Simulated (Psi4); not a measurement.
# CHF2O (charge +1): energy and gradient calculation

The run: energy and gradient calculation of CHF2O, charge +1. Method and program: B3LYP/6-31G*, RKS (Psi4 1.11).

The geometry is that of the parent species in another charge or spin state. The geometry comes from this level: GFN2-xTB.

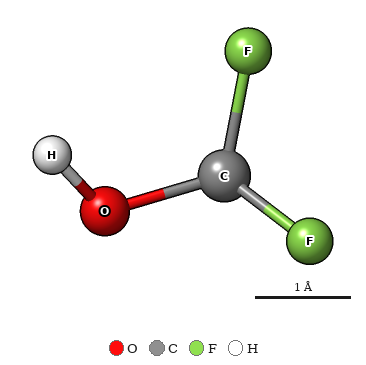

The structure as given in the input (ball-and-stick view, seen at a tilt). Bond lengths as drawn: C–F 1.34 to 1.35 Å, C–O 1.32 Å and H–O 0.97 Å.

Input (input.json):
```
{
  "schema_name": "qcschema_input",
  "schema_version": 1,
  "molecule": {
    "schema_name": "qcschema_molecule",
    "schema_version": 2,
    "symbols": ["O", "C", "F", "F", "H"],
    "geometry": [-0.41522952, 1.68448297, -0.80551466, 0.21446502, -0.71531803, -0.62136085, 2.01499607, -1.28688459, 1.07682264, -1.70022439, -2.36731661, -0.35918024, -0.11402607, 2.68501736, 0.70923311],
    "molecular_charge": 1,
    "molecular_multiplicity": 1,
    "fix_symmetry": "c1",
    "fix_com": true,
    "fix_orientation": true
  },
  "driver": "gradient",
  "model": {
    "method": "b3lyp",
    "basis": "6-31G*"
  },
  "keywords": {
    "puream": true,
    "e_convergence": 1e-09,
    "d_convergence": 1e-08,
    "scf_type": "pk",
    "dft_radial_points": 99,
    "dft_spherical_points": 590,
    "scf_properties": ["DIPOLE", "MULLIKEN_CHARGES", "WIBERG_LOWDIN_INDICES"]
  }
}
```

Launch command:
```bash
psi4 --qcschema input.json -n 1 --memory 1600MB
```

What the program printed:
```
Psi4 1.11 release

  ==> Input QCSchema <==

--------------------------------------------------------------------------
{'id': None,
 'molecule': {'extras': {},
              'fix_com': True,
              'fix_orientation': True,
              'fix_symmetry': 'c1',
              'geometry': [-0.41522952, 1.68448297, -0.80551466, 0.21446502, -0.71531803, -0.62136085, 2.01499607,
                           -1.28688459, 1.07682264, -1.70022439, -2.36731661, -0.35918024, -0.11402607, 2.68501736,
                           0.70923311],
              'molecular_charge': 1.0,
              'molecular_multiplicity': 1.0,
              'name': 'CF2HO',
              'provenance': {'creator': 'QCElemental',
                             'routine': 'qcelemental.molparse.from_schema',
                             'version': '0.51.2'},
              'schema_name': 'qcschema_molecule',
              'schema_version': 3,
              'symbols': ['O', 'C', 'F', 'F', 'H'],
              'validated': True},
 'provenance': {'creator': 'QCElemental', 'routine': 'qcelemental.models.v1.results', 'version': '0.51.2'},
 'schema_name': 'qcschema_atomic_input',
 'schema_version': 2,
 'specification': {'driver': 'gradient',
                   'extras': {},
                   'keywords': {'d_convergence': 1e-08,
                                'dft_radial_points': 99,
                                'dft_spherical_points': 590,
                                'e_convergence': 1e-09,
                                'puream': True,
                                'scf_properties': ['DIPOLE', 'MULLIKEN_CHARGES', 'WIBERG_LOWDIN_INDICES'],
                                'scf_type': 'pk'},
                   'model': {'basis': '6-31G*', 'method': 'b3lyp'},
                   'program': '',
                   'protocols': {'error_correction': {'default_policy': True, 'policies': None},
                                 'native_files': 'none',
                                 'schema_name': 'qcschema_atomic_protocols',
                                 'stdout': True,
                                 'wavefunction': 'none'},
                   'schema_name': 'qcschema_atomic_specification'}}
--------------------------------------------------------------------------

gradient() will perform analytic gradient computation.

   => Loading Basis Set <=

    Name: 6-31G*
    Role: ORBITAL
    Keyword: BASIS

         ---------------------------------------------------------
                                   SCF
                              RKS Reference
                        1 Threads,   1525 MiB Core
         ---------------------------------------------------------

  ==> Geometry <==

    Molecular point group: c1
    Full point group: C1

    Geometry (in Bohr), charge = 1, multiplicity = 1:

       Center              X                  Y                   Z               Mass
    ------------   -----------------  -----------------  -----------------  -----------------
         O           -0.415229520000     1.684482970000    -0.805514660000    15.994914619570
         C            0.214465020000    -0.715318030000    -0.621360850000    12.000000000000
         F            2.014996070000    -1.286884590000     1.076822640000    18.998403162730
         F           -1.700224390000    -2.367316610000    -0.359180240000    18.998403162730
         H           -0.114026070000     2.685017360000     0.709233110000     1.007825032230

  Running in c1 symmetry.

  Rotational constants: A =      0.35201  B =      0.28585  C =      0.16603 [cm^-1]
  Rotational constants: A =  10552.87042  B =   8569.45947  C =   4977.40510 [MHz]
  Nuclear repulsion =  124.745774096264256

  Charge       = 1
  Multiplicity = 1
  Electrons    = 32
  Nalpha       = 16
  Nbeta        = 16

  ==> Algorithm <==

  SCF Algorithm Type is PK.
  DIIS enabled.
  MOM disabled.
  Fractional occupation disabled.
  Guess Type is SAD.
  Energy threshold   = 1.00e-09
  Density threshold  = 1.00e-08
  Integral threshold = 1.00e-12

  ==> Primary Basis <==

  Basis Set: 6-31G*
    Blend: 6-31G*
    Number of shells: 26
    Number of basis functions: 58
    Number of Cartesian functions: 62
    Spherical Harmonics?: true
    Max angular momentum: 2

  ==> DFT Potential <==

   => LibXC <=

    Version 7.1.2

   => Composite Functional: B3LYP <=

    B3LYP Hyb-GGA Exchange-Correlation Functional

    Deriv               =              1
    GGA                 =           TRUE
    Meta                =          FALSE

    Exchange Hybrid     =           TRUE
    MP2 Hybrid          =          FALSE

   => Exchange Functionals <=

    0.0800   Slater exchange
    0.7200         Becke 88

   => Exact (HF) Exchange <=

    0.2000               HF

   => Correlation Functionals <=

    0.1900   Vosko, Wilk & Nusair (VWN5_RPA)
    0.8100   Lee, Yang & Parr

   => LibXC Density Thresholds  <==

    XC_HYB_GGA_XC_B3LYP:  1.00E-15

   => Molecular Quadrature <=

    Radial Scheme          =       TREUTLER
    Pruning Scheme         =           NONE
    Nuclear Scheme         =       TREUTLER

    Blocking Scheme        =         OCTREE
    BS radius alpha        =              1
    Pruning alpha          =              1
    Radial Points          =             99
    Spherical Points       =            590
    Total Points           =         278234
    Total Blocks           =           2094
    Max Points             =            256
    Max Functions          =             57
    Weights Tolerance      =       1.00E-15

  ==> Integral Setup <==

  Using in-core PK algorithm.
   Calculation information:
      Number of atoms:                   5
      Number of AO shells:              26
      Number of primitives:             64
      Number of atomic orbitals:        62
      Number of basis functions:        58

      Integral cutoff                 1.00e-12
      Number of threads:                 1

  Performing in-core PK
  Using 2929232 doubles for integral storage.
  We computed 60214 shell quartets total.
  Whereas there are 61776 unique shell quartets.

  ==> DiskJK: Disk-Based J/K Matrices <==

    J tasked:                  Yes
    K tasked:                  Yes
    wK tasked:                  No
    Memory [MiB]:              720
    Schwarz Cutoff:          1E-12

  Cached 100.0% of DFT collocation blocks in 0.414 [GiB].

  Minimum eigenvalue in the overlap matrix is 1.2293614150E-02.
  Reciprocal condition number of the overlap matrix is 3.1967141326E-03.
    Using symmetric orthogonalization.

  ==> Pre-Iterations <==

  SCF Guess: Superposition of Atomic Densities via on-the-fly atomic UHF (no occupation information).

   -------------------------
    Irrep   Nso     Nmo
   -------------------------
     A         58      58
   -------------------------
    Total      58      58
   -------------------------

  ==> Iterations <==

                        Total Energy        Delta E     RMS |[F,P]|

   @RKS iter SAD:  -313.24127954802441   -3.13241e+02   0.00000e+00
   @RKS iter   1:  -313.02533463027618    2.15945e-01   1.08050e-02 DIIS/ADIIS
   @RKS iter   2:  -312.26085068931621    7.64484e-01   2.58254e-02 DIIS/ADIIS
   @RKS iter   3:  -313.15983316678353   -8.98982e-01   4.06180e-03 DIIS/ADIIS
   @RKS iter   4:  -313.17451300940428   -1.46798e-02   1.99368e-03 DIIS/ADIIS
   @RKS iter   5:  -313.17903741014783   -4.52440e-03   2.07531e-04 DIIS/ADIIS
   @RKS iter   6:  -313.17910295784600   -6.55477e-05   4.97289e-05 DIIS
   @RKS iter   7:  -313.17910599388790   -3.03604e-06   1.87017e-05 DIIS
   @RKS iter   8:  -313.17910628333146   -2.89444e-07   1.04096e-05 DIIS
   @RKS iter   9:  -313.17910640821736   -1.24886e-07   9.87150e-07 DIIS
   @RKS iter  10:  -313.17910640966198   -1.44462e-09   2.61544e-07 DIIS
   @RKS iter  11:  -313.17910640976731   -1.05331e-10   5.56710e-08 DIIS
   @RKS iter  12:  -313.17910640977243   -5.11591e-12   4.17236e-09 DIIS
  Energy and wave function converged.

  ==> Post-Iterations <==

   Electrons on quadrature grid:
      Ntotal   =   31.9999998259 ; deviation = -1.741e-07

    Orbital Energies [Eh]
    ---------------------

    Doubly Occupied:

       1A    -25.076013     2A    -25.072693     3A    -19.548800
       4A    -10.815171     5A     -1.614201     6A     -1.547201
       7A     -1.428617     8A     -1.018030     9A     -0.937367
      10A     -0.898388    11A     -0.851820    12A     -0.786674
      13A     -0.757690    14A     -0.738787    15A     -0.720436
      16A     -0.686915

    Virtual:

      17A     -0.470104    18A     -0.197211    19A     -0.152265
      20A     -0.133006    21A     -0.029541    22A      0.195579
      23A      0.198218    24A      0.205656    25A      0.250445
      26A      0.489816    27A      0.608948    28A      0.619128
      29A      0.768029    30A      0.844083    31A      0.874051
      32A      0.909510    33A      0.941633    34A      1.027227
      35A      1.052600    36A      1.065936    37A      1.077188
      38A      1.186043    39A      1.287674    40A      1.411206
      41A      1.416289    42A      1.467704    43A      1.506077
      44A      1.525986    45A      1.567541    46A      1.583975
      47A      1.615107    48A      1.716539    49A      1.767926
      50A      1.873996    51A      2.021136    52A      2.107436
      53A      2.135002    54A      2.359178    55A      2.394618
      56A      2.563561    57A      2.677196    58A      2.718926

    Final Occupation by Irrep:
              A
    DOCC [    16 ]
    NA   [    16 ]
    NB   [    16 ]

  @RKS Final Energy:  -313.17910640977243

   => Energetics <=

    Nuclear Repulsion Energy =            124.7457740962642561
    One-Electron Energy =                -670.6497503411075058
    Two-Electron Energy =                 260.8765542023497801
    DFT Exchange-Correlation Energy =     -28.1516843672788823
    Empirical Dispersion Energy =           0.0000000000000000
    VV10 Nonlocal Energy =                  0.0000000000000000
    Total Energy =                       -313.1791064097724302

Computation Completed

Properties will be evaluated at   0.000000,   0.000000,   0.000000 [a0]

Properties computed using the SCF density matrix

 Multipole Moments:

 ------------------------------------------------------------------------------------
     Multipole            Electronic (a.u.)      Nuclear  (a.u.)        Total (a.u.)
 ------------------------------------------------------------------------------------

 L = 1.  Multiply by 2.5417464519 to convert [e a0] to [Debye]
 Dipole X            :         -0.4616021            0.6838730            0.2222709
 Dipole Y            :         21.1880544          -21.0188379            0.1692165
 Dipole Z            :          3.0004356           -3.0042677           -0.0038321
 Magnitude           :                                                    0.2793801

 ------------------------------------------------------------------------------------
  Mulliken Charges: (a.u.)
   Center  Symbol    Alpha    Beta     Spin     Total
       1     O     4.20214  4.20214  0.00000 -0.40429
       2     C     2.48027  2.48027  0.00000  1.03945
       3     F     4.55278  4.55278  0.00000 -0.10557
       4     F     4.53972  4.53972  0.00000 -0.07944
       5     H     0.22508  0.22508  0.00000  0.54984

   Total alpha = 16.00000, Total beta = 16.00000, Total charge =  1.00000

  Wiberg Bond Indices using Orthogonal Lowdin Orbitals:

  Irrep: 1 Size: 5 x 5

                 1                   2                   3                   4                   5

    1     0.00000000000000     1.70180560329076     0.14082290332895     0.11610034113645     0.76665179717486
    2     1.70180560329076     0.00000000000000     1.47583207952078     1.49758813576518     0.04671940171371
    3     0.14082290332895     1.47583207952078     0.00000000000000     0.11804897610203     0.00864045290883
    4     0.11610034113645     1.49758813576518     0.11804897610203     0.00000000000000     0.01265668893032
    5     0.76665179717486     0.04671940171371     0.00864045290883     0.01265668893032     0.00000000000000

  Atomic Valences:

 #  #
 Irrep: 1
      1:    2.725380644931026
      2:    4.721945220290421
      3:    1.743344411860589
      4:    1.744394141933982
      5:    0.834668340727715

	total time  =          6 seconds =       0.10 minutes

         ------------------------------------------------------------
                                   SCF GRAD
         ------------------------------------------------------------

  ==> Geometry <==

    Molecular point group: c1
    Full point group: C1

    Geometry (in Bohr), charge = 1, multiplicity = 1:

       Center              X                  Y                   Z               Mass
    ------------   -----------------  -----------------  -----------------  -----------------
         O           -0.415229520000     1.684482970000    -0.805514660000    15.994914619570
         C            0.214465020000    -0.715318030000    -0.621360850000    12.000000000000
         F            2.014996070000    -1.286884590000     1.076822640000    18.998403162730
         F           -1.700224390000    -2.367316610000    -0.359180240000    18.998403162730
         H           -0.114026070000     2.685017360000     0.709233110000     1.007825032230

  Nuclear repulsion =  124.745774096264256

  ==> Basis Set <==

  Basis Set: 6-31G*
    Blend: 6-31G*
    Number of shells: 26
    Number of basis functions: 58
    Number of Cartesian functions: 62
    Spherical Harmonics?: true
    Max angular momentum: 2

  ==> DirectJKGrad: Integral-Direct SCF Gradients <==

    Gradient:                    1
    J tasked:                  Yes
    K tasked:                  Yes
    wK tasked:                  No
    Integrals threads:           1
    Schwarz Cutoff:          1E-12

  ==> DFT Potential <==

   => LibXC <=

    Version 7.1.2

   => Composite Functional: B3LYP <=

    B3LYP Hyb-GGA Exchange-Correlation Functional

    Deriv               =              1
    GGA                 =           TRUE
    Meta                =          FALSE

    Exchange Hybrid     =           TRUE
    MP2 Hybrid          =          FALSE

   => Exchange Functionals <=

    0.0800   Slater exchange
    0.7200         Becke 88

   => Exact (HF) Exchange <=

    0.2000               HF

   => Correlation Functionals <=

    0.1900   Vosko, Wilk & Nusair (VWN5_RPA)
    0.8100   Lee, Yang & Parr

   => LibXC Density Thresholds  <==

    XC_HYB_GGA_XC_B3LYP:  1.00E-15

   => Molecular Quadrature <=

    Radial Scheme          =       TREUTLER
    Pruning Scheme         =           NONE
    Nuclear Scheme         =       TREUTLER

    Blocking Scheme        =         OCTREE
    BS radius alpha        =              1
    Pruning alpha          =              1
    Radial Points          =             99
    Spherical Points       =            590
    Total Points           =         278234
    Total Blocks           =           2094
    Max Points             =            256
    Max Functions          =             57
    Weights Tolerance      =       1.00E-15

  -Total Gradient:
     Atom            X                  Y                   Z
    ------   -----------------  -----------------  -----------------
       1       -0.002145799123     0.072417757139     0.044348532156
       2        0.058426710456    -0.027006843887    -0.154145566606
       3        0.021364780610    -0.004229556217     0.065988191907
       4       -0.057159050305    -0.029716726091     0.051712382885
       5       -0.020476758194    -0.011464901346    -0.007895932747

	total time  =          1 seconds =       0.02 minutes

    Psi4 run time: 0:00:07.66
```

File result.json:
```
{
 "driver": "gradient",
 "model": {
  "method": "b3lyp",
  "basis": "6-31G*"
 },
 "success": true,
 "return_result": [-0.0021457991234445084, 0.07241775713910303, 0.044348532156387704, 0.05842671045629827, -0.027006843886862503, -0.1541455666056576, 0.02136478060977276, -0.0042295562166864975, 0.06598819190652372, -0.0571590503045214, -0.029716726090754986, 0.05171238288515774, -0.020476758193631994, -0.0114649013456605, -0.007895932747377321],
 "properties": {
  "calcinfo_nbasis": 58,
  "calcinfo_nmo": 58,
  "calcinfo_nalpha": 16,
  "calcinfo_nbeta": 16,
  "calcinfo_natom": 5,
  "nuclear_repulsion_energy": 124.74577409626426,
  "return_energy": -313.17910640977243,
  "return_gradient": [-0.0021457991234445084, 0.07241775713910303, 0.044348532156387704, 0.05842671045629827, -0.027006843886862503, -0.1541455666056576, 0.02136478060977276, -0.0042295562166864975, 0.06598819190652372, -0.0571590503045214, -0.029716726090754986, 0.05171238288515774, -0.020476758193631994, -0.0114649013456605, -0.007895932747377321],
  "scf_one_electron_energy": -670.6497503411075,
  "scf_two_electron_energy": 260.8765542023498,
  "scf_xc_energy": -28.151684367278882,
  "scf_dipole_moment": [0.22227086760093573, 0.16921654195968117, -0.0038320791125308062],
  "scf_total_energy": -313.17910640977243,
  "scf_total_gradient": [-0.0021457991234445084, 0.07241775713910303, 0.044348532156387704, 0.05842671045629827, -0.027006843886862503, -0.1541455666056576, 0.02136478060977276, -0.0042295562166864975, 0.06598819190652372, -0.0571590503045214, -0.029716726090754986, 0.05171238288515774, -0.020476758193631994, -0.0114649013456605, -0.007895932747377321],
  "scf_iterations": 12
 }
}
```

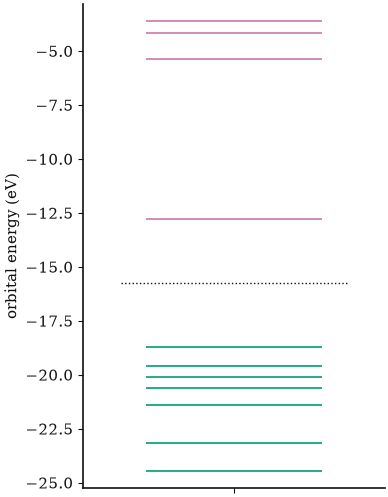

Orbital energies near the frontier; the dotted line parts filled from empty levels, and levels within 0.02 eV of each other stand side by side. Highest filled −18.69 eV, lowest empty −12.79 eV, 5.90 eV apart.

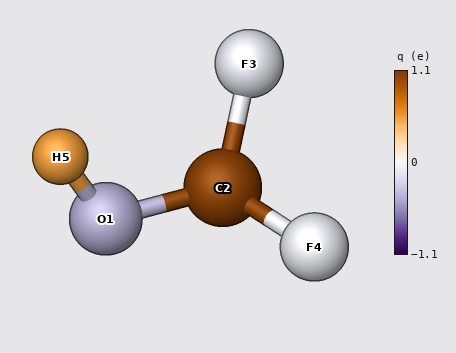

Mulliken charges, as the colour of each atom (ball-and-stick view, seen at a tilt; atoms are numbered from 1 in the order of the input). By element: O −0.40, C +1.04, F −0.11 to −0.08 and H +0.55 e.

Summary:

```json
{"quantity": "outcome", "value": "converged"}
{"quantity": "total energy", "value": "−313.179106 hartree"}
{"quantity": "basis functions", "value": "58"}
{"quantity": "largest force", "value": "8.590 eV/Å"}
{"quantity": "HOMO", "value": "−18.69 eV"}
{"quantity": "LUMO", "value": "−12.79 eV"}
{"quantity": "hardware", "value": "1 thread of Intel Xeon (Sapphire Rapids), 64 GiB of memory available, shared host"}
{"quantity": "wall time", "value": "8.7 s"}
{"quantity": "peak memory", "value": "0.67 GiB"}
```
